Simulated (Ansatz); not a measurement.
BSiNH₈: several calculations on one system

### Relaxation

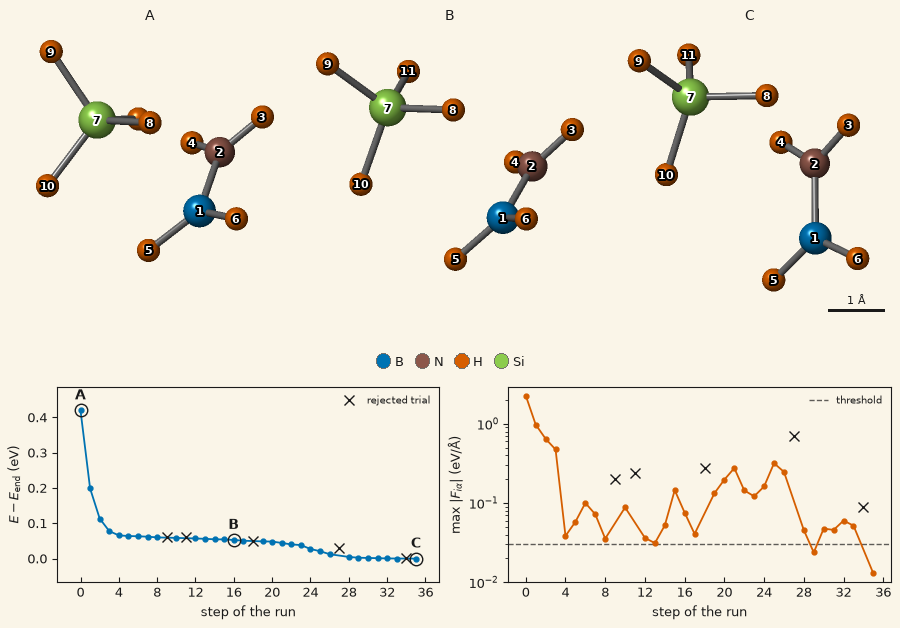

Frames of a relaxation of BSiNH8, marked on the history of the run. Style: ball-and-stick. Shown from a free direction.

The run prepares an end point of a later path (reaction) calculation, from a guessed geometry.

These are results of Ansatz, RKS B3LYP-D4/6-31G*, not measurements.

The input:
```yaml
crystal:
  periodic: [false, false, false]
  atoms:
    - { symbol: B, position_ang: [0.068236, -0.246946, 0.304244] }
    - { symbol: "N", position_ang: [0.073556, -0.794146, 1.663853] }
    - { symbol: H, position_ang: [-0.76839, -1.045036, 2.16111] }
    - { symbol: H, position_ang: [0.920525, -0.945454, 2.19357] }
    - { symbol: H, position_ang: [1.115912, 0.011231, -0.207314] }
    - { symbol: H, position_ang: [-0.980985, -0.1242, -0.254172] }
    - { symbol: Si, position_ang: [-0.373729, 2.812093, 0.957899] }
    - { symbol: H, position_ang: [-1.754911, 2.862491, 0.411237] }
    - { symbol: H, position_ang: [-0.245124, 3.842202, 2.028714] }
    - { symbol: H, position_ang: [0.593523, 3.125061, -0.126335] }
    - { symbol: H, position_ang: [-0.107514, 1.475704, 1.514095] }
basis:
  gaussian: { orbitals: "6-31G*" }
hamiltonian:
  xc: b3lyp
  dispersion: d4
relax:
  f_tol: 0.03
  max_steps: 50
```

Launched with:
```bash
ansatz run input.yaml --threads 1 --pin off --max-ram 2048MiB --backend cpu --events-out ev --progress --plain --runs-dir out
```

> What happens along the run?

After 30 accepted moves (35 points after the start) the energy has fallen by 0.420 eV. Largest force component: 2.3 eV/Å at the start, 0.013 eV/Å at the end. The line search rejected the trial steps at points 9, 11, 18, 27, 34 of the run. The forces were under the threshold at step 29, but the run went on from there. The largest move after the best rigid fit is that of H11, 1.47 Å. By element the largest moves are H 1.47 Å, B 0.60 Å, N 0.46 Å, Si 0.45 Å. Near-neighbour distances that change, for instance: B1–N2 1.466 → 1.394 Å, Si7–H11 1.472 → 1.487 Å. The run took 94 s on 1 thread of Arm Neoverse V1 (shared host), peak memory 0.13 GiB. From step 0 to 16: H11 moves most (1.03 Å), energy −0.367 eV. From step 16 to 35: H4 moves most (1.12 Å), energy −0.053 eV.

| step | E − E(0), eV | largest force component, eV/Å | note |
| --- | --- | --- | --- |
| 0 | 0.0000 | 2.2693 |  |
| 1 | -0.2209 | 0.9782 |  |
| 2 | -0.3061 | 0.6466 |  |
| 3 | -0.3418 | 0.4744 |  |
| 4 | -0.3539 | 0.0384 |  |
| 5 | -0.3556 | 0.0579 |  |
| 6 | -0.3564 | 0.1003 |  |
| 7 | -0.3576 | 0.0721 |  |
| 8 | -0.3596 | 0.0355 |  |
| 9 | -0.3591 | 0.2031 | rejected |
| 10 | -0.3610 | 0.0880 |  |
| 11 | -0.3595 | 0.2376 | rejected |
| 13 | -0.3636 | 0.0312 |  |
| 14 | -0.3650 | 0.0522 |  |
| 15 | -0.3653 | 0.1454 |  |
| 17 | -0.3690 | 0.0408 |  |
| 18 | -0.3685 | 0.2734 | rejected |
| 19 | -0.3709 | 0.1331 |  |
| 21 | -0.3753 | 0.2762 |  |
| 22 | -0.3795 | 0.1444 |  |
| 23 | -0.3813 | 0.1216 |  |
| 24 | -0.3924 | 0.1620 |  |
| 26 | -0.4071 | 0.2474 |  |
| 27 | -0.3904 | 0.7071 | rejected |
| 28 | -0.4149 | 0.0455 |  |
| 30 | -0.4178 | 0.0476 |  |
| 31 | -0.4184 | 0.0458 |  |
| 32 | -0.4192 | 0.0600 |  |
| 34 | -0.4193 | 0.0886 | rejected |
| 35 | -0.4197 | 0.0129 |  |

### Relaxation

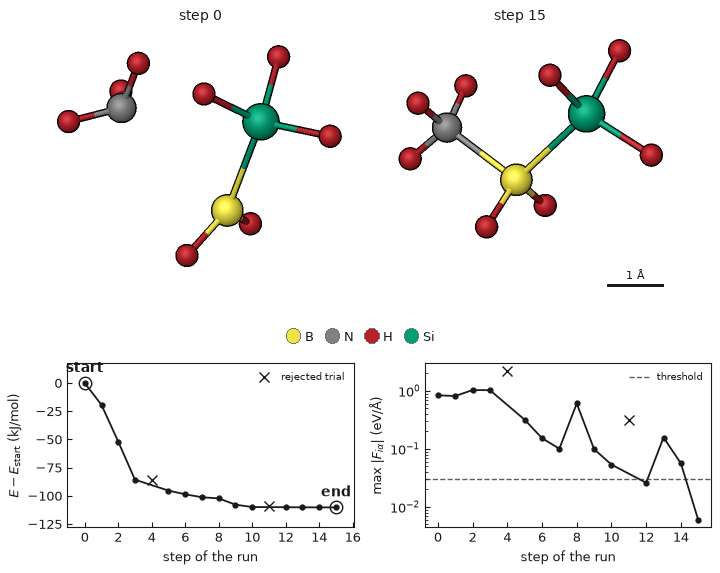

First and last geometry of a relaxation of BSiNH$_{8}$, with the history of the run. The picture is a ball-and-stick view, seen at a tilt.

The run prepares an end point of a later path (reaction) calculation, from a guessed geometry.

Computed with Ansatz, RKS B3LYP-D4/6-31G*. Set-up: no spin polarisation; force threshold 0.03 eV/Å; at most 50 steps.

Read the history and describe the run.

Answer. It converged. An H atom moves most after the best rigid fit: 1.10 Å. Largest moves by element: H 1.10 Å, B 0.77 Å, N 0.37 Å, Si 0.18 Å. Near-neighbour distances that change, for instance: B–N 2.729 → 1.659 Å, B–Si 1.970 → 2.030 Å, H–N 1.036 → 1.021 Å, B–H 1.196 → 1.209 Å. New bonds form, among them: B–N (2.73 → 1.66 Å). Bond angles that change, for instance: H–B–Si 121.2° → 112.6°, H–B–H 117.4° → 112.7°, H–Si–H 105.7° → 103.5°. Over 13 accepted moves (15 points after the start) the energy falls by 110.2 kJ/mol. Largest force component: 0.84 eV/Å at the start, 0.006 eV/Å at the end. The line search rejected the trial steps at points 4, 11 of the run. The forces were under the threshold at step 12, but the run went on from there.

| step | E − E(0), kJ/mol | largest force component, eV/Å | note |
| --- | --- | --- | --- |
| 0 | 0.00 | 0.8397 |  |
| 1 | -19.33 | 0.8175 |  |
| 2 | -51.93 | 1.0338 |  |
| 3 | -85.66 | 1.0298 |  |
| 4 | -85.48 | 2.2360 | rejected |
| 5 | -95.28 | 0.3187 |  |
| 6 | -98.61 | 0.1531 |  |
| 7 | -101.18 | 0.1009 |  |
| 8 | -102.21 | 0.6070 |  |
| 9 | -107.76 | 0.0990 |  |
| 10 | -109.87 | 0.0537 |  |
| 11 | -109.23 | 0.3133 | rejected |
| 12 | -110.02 | 0.0261 |  |
| 13 | -110.13 | 0.1571 |  |
| 14 | -110.14 | 0.0565 |  |
| 15 | -110.21 | 0.0060 |  |

Limits of the set-up: the start holds two separate molecules, 2.4 Å apart at their closest, whose relative position is a soft coordinate.

### Path

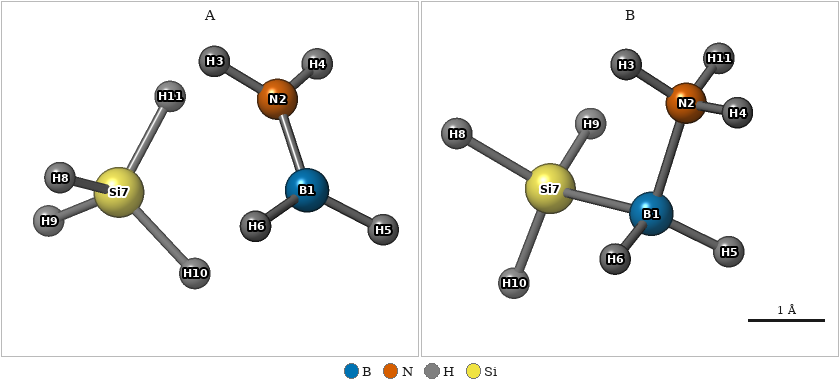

The two relaxed end points of a path for BSiNH8, made up at the start of BNH4 and SiH4. A ball-and-stick model, seen from a free direction.

These are results of Ansatz, RKS B3LYP-D4/6-31G*, not measurements.

Set-up: 5 movable images; climbing image; force threshold 0.05 eV/Å; iteration limit 60.

Start:
```xyz
11

B     0.1903   -0.7221   -0.0325
N    -0.0713   -0.5314    1.3238
H    -1.0056   -0.4818    1.7086
H     0.6527   -0.4410    2.0246
H     1.3276   -0.7763   -0.4004
H    -0.7311   -0.8271   -0.7893
Si   -0.3623    2.9440    1.3569
H    -1.6855    2.3415    1.0533
H    -0.5268    4.4139    1.5207
H     0.5912    2.6745    0.2527
H     0.1620    2.3788    2.6285
```

End:
```xyz
11

B     0.2203    0.4891    0.4090
N    -0.0425   -0.1528    1.9155
H    -1.0340   -0.1465    2.1601
H     0.2792   -1.1212    1.9585
H     1.4152    0.4068    0.2413
H    -0.4063   -0.2201   -0.3441
Si   -0.4376    2.4098    0.4072
H    -1.9010    2.5538    0.7283
H     0.2349    3.2819    1.4334
H    -0.2415    3.1027   -0.9015
H     0.4543    0.3693    2.6392
```

What barrier does the band find between them, and by what path?

The energy climbs by 51.7 kcal/mol to image 4 and then falls by 43.2 kcal/mol, so the end point sits at +8.5 kcal/mol. Breaking: Si7–H11 (1.49 → 1.84 at the top → 3.15 Å). Forming: B1–Si7 (3.96 → 2.25 at the top → 2.03 Å), N2–H11 (3.20 → 1.36 at the top → 1.02 Å). The band is converged.

Energies of the converged images:

```csv
image,path (Å),E (kcal/mol)
0,0.00,0.0
1,1.67,0.0
2,3.35,1.0
3,5.02,3.1
4,6.69,51.7
5,9.35,9.4
6,12.01,8.5
```

The geometry at the top of the path:

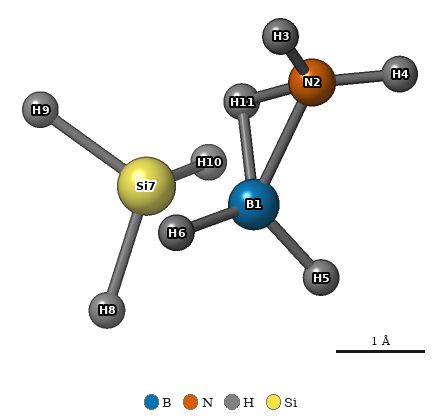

Limits of the set-up: the start holds two separate molecules, 2.9 Å apart at their closest, whose relative position is a soft coordinate.

Cost: 8.6 min on 1 thread of Arm Neoverse V1, on a shared host, peak memory 0.12 GiB.
